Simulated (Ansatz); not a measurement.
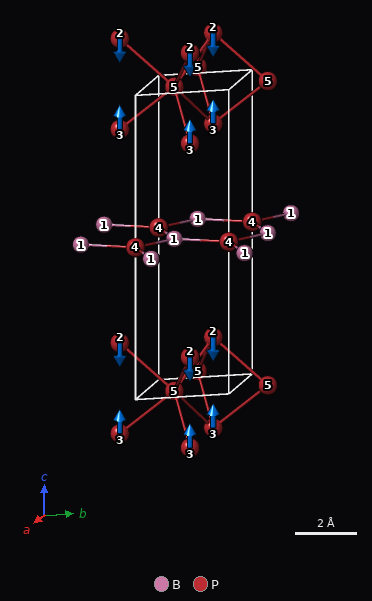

A relaxation of solid BP4 (a generated structure, set up in P-6m2). The starting structure is drawn; blue arrows show the displacements (the part carried along by the change of the cell is left out), magnified 10 times.

The picture is a ball-and-stick view of the cell of the calculation, seen slightly off an axis.

All numbers below come from DFT PBE, scalar-relativistic, plane waves, PAW (Ansatz).

Input file:
```yaml
crystal:
  lattice:
    - [3.1953242467, 0.0, 0.0]
    - [-1.5976621233, 2.767231971, 0.0]
    - [0.0, 0.0, 10.2195327563]
  atoms:
    - { symbol: B, position: [0.6666666667, 0.3333333333, 0.5] }
    - { symbol: P, position: [0.3333333333, 0.6666666667, 0.1489947491] }
    - { symbol: P, position: [0.3333333333, 0.6666666667, 0.8510052509] }
    - { symbol: P, position: [0.0, 0.0, 0.5] }
    - { symbol: P, position: [0.6666666667, 0.3333333333, 0.0] }
basis:
  ecutwfc: 420
kpoints:
  mp_grid: { grid: [12, 12, 4] }
hamiltonian:
  xc: pbe
scf:
  occupations: { method: gaussian, width: 0.1 }
output:
  forces: true
  stress: true
  eigenvalues: true
relax:
  adjacent_minimum: "off"
  f_tol: 0.01
  max_steps: 80
  cell: { stress_tol: 0.05 }
```

Command:
```bash
ansatz run input.yaml --threads 1 --pin off --max-ram 2560MiB --backend cpu --events-out ev --progress --plain --runs-dir out
```

> Atoms of which element are displaced furthest, and by how much?

Phosphorus: up to 0.085 Å, against 0.000 Å for boron.

> What did the optimiser do to the structure, and how much energy did it gain?

The largest moves relative to the cell, 0.085 Å, are those of P2 and P3. P2 goes along −c. B stays in place. The drawn cell changes as follows: a = b 3.195 → 3.172 Å (−0.7 %), c 10.220 → 11.032 Å (+8.0 %); the volume changes by +6.4 %. Some distances before and after: B1–P4 1.845 → 1.831 Å, P2–P5 2.392 → 2.405 Å. The space group stays P-6m2 (No. 187). Over 7 accepted moves (9 points after the start) the energy falls by 28.3 meV per cell of the calculation. The largest force component goes from 0.37 to 0.0012 eV/Å. The pressure goes from −0.18 to 0.00 GPa. The SCF was repeated twice at an unchanged geometry on a basis and grid sized afresh for the cell, which shifted the energy by 1.9 meV per cell of the calculation at most. Cost: 88 s on 1 thread of Arm Neoverse V2, on a shared host, peak memory 0.36 GiB.

Limits of the set-up: layers or molecules are held without a dispersion correction, so their spacing is unreliable.
